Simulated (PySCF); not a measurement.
GeB⁺, triplet (excess alpha electrons: σ +1, πx +1). M06-L/def2-TZVPPD, PySCF, UKS. One reference determinant with the occupation held, the lowest that a PBE0 search over spins and occupations found; no spin-orbit coupling. Zero is the separated fragments in their ground configurations, without counterpoise. The fragments are Ge⁺ + B. 2 further points of the run are not drawn. Horizontal lines: vibrational levels from ωe and ωexe, starting at v = 0.

Q: What bond curve does the calculation give?

A: re = 2.168 Å, ωe = 502 cm⁻¹, ωexe = 4.5 cm⁻¹, De = 2.70 eV.
```csv
r (Å),E (eV)
1.880,−2.13
1.967,−2.45
2.055,−2.63
2.120,−2.68
2.186,−2.69
2.252,−2.67
2.339,−2.60
2.448,−2.47
2.580,−2.30
2.754,−2.07
```

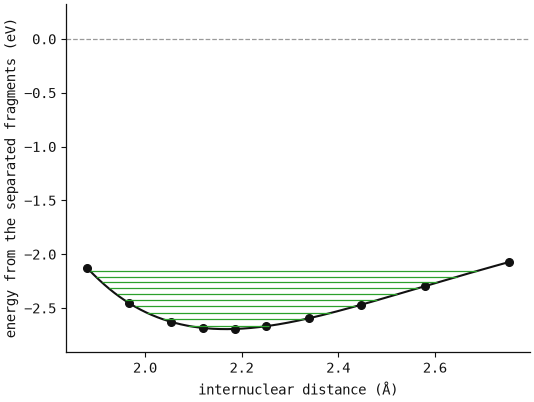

Note: lowest determinant of a PBE0 search, another state may lie lower; no scalar relativity; spin-orbit coupling is left out; it can lower the fragment Ge⁺ more than the molecule, and De with it.
